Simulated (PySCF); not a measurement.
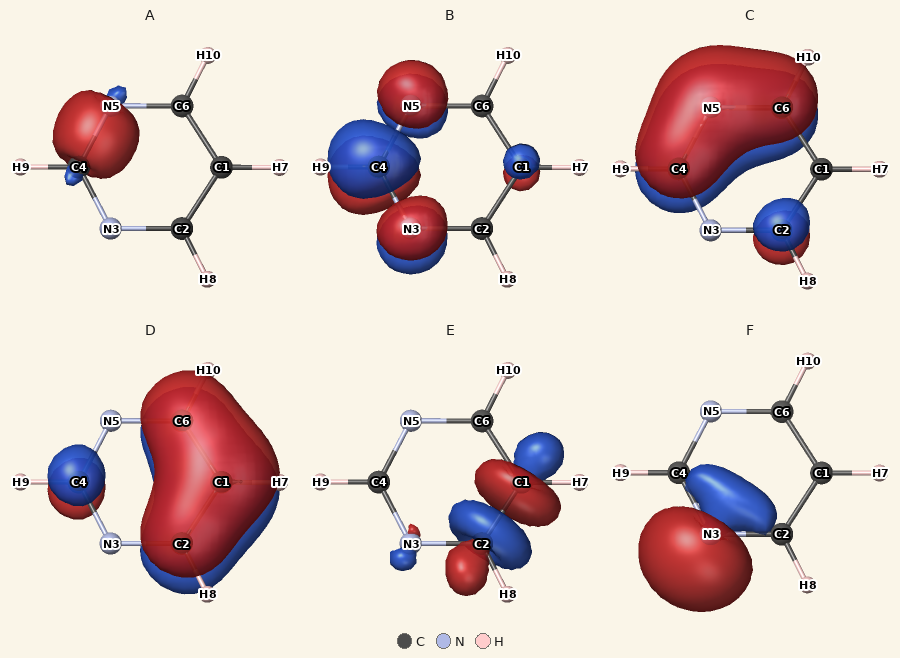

*C₄H₄N₂, SMILES `c1cncnc1`. Intrinsic bond orbitals (IBO), occupied and valence-virtual; each surface holds about 85 % of the orbital's density. Energies are diagonal elements of the Fock matrix.*

Computed with PySCF, BP86/6-311G**, geometry: GFN2-xTB. No frequency check shows the geometry to be a minimum.

What does each orbital represent in a Lewis picture?

Answer. By panel:
- A: σ bond N5–C4 (N5 56 %, C4 43 %; −18.4 eV)
- B: delocalised π* orbital mainly over C4, N3 and N5 (C4 54 %, N3 21 %, N5 21 %; −0.1 eV)
- C: delocalised π orbital mainly over N5, C4 and C6 (N5 56 %, C4 21 %, C6 20 %; −9.2 eV)
- D: delocalised π orbital mainly over C1, C6 and C2 (C1 50 %, C6 23 %, C2 23 %; −8.2 eV)
- E: σ* orbital C2–C1 (C2 49 %, C1 49 %; 12.6 eV)
- F: lone pair on N3 (sp2.2-type) (N3 96 %; −8.0 eV)

Run time: 28 s on 1 thread of AMD EPYC 7R43 64-Core Processor (Zen 3) (shared host), peak memory 0.49 GiB.
